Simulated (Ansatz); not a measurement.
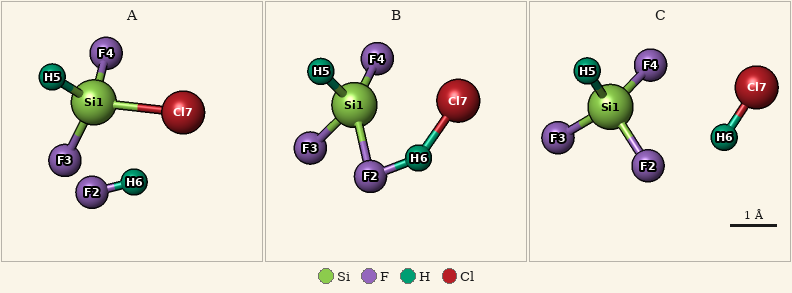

3 geometries from a converged minimum-energy path of SiH$_{2}$ClF$_{3}$, shuffled. A ball-and-stick model, seen at a tilt.

All numbers below come from UKS BLYP-D4/def2-SVP (Ansatz 0.2.0). Set-up: 7 movable images; climbing image; force threshold 0.05 eV/Å; iteration limit 60; starting path through a guess of the saddle point.

Which frame is the top of the path?

B. In order along the path, whose images run from 0 to 8: C (image 2, +2.2 kcal/mol), B (image 5, +32.5 kcal/mol), A (image 7, +15.2 kcal/mol). Breaking: H6–Cl7 (1.30 → 1.58 at the top → 2.35 Å), Si1–F2 (1.63 → 1.89 at the top → 2.92 Å). Forming: F2–H6 (2.14 → 1.15 at the top → 0.94 Å), Si1–Cl7 (3.58 → 2.44 at the top → 2.09 Å).

Cost: 2.8 min on 2 threads of Arm Neoverse V1, with other jobs on the host, peak memory 0.15 GiB.
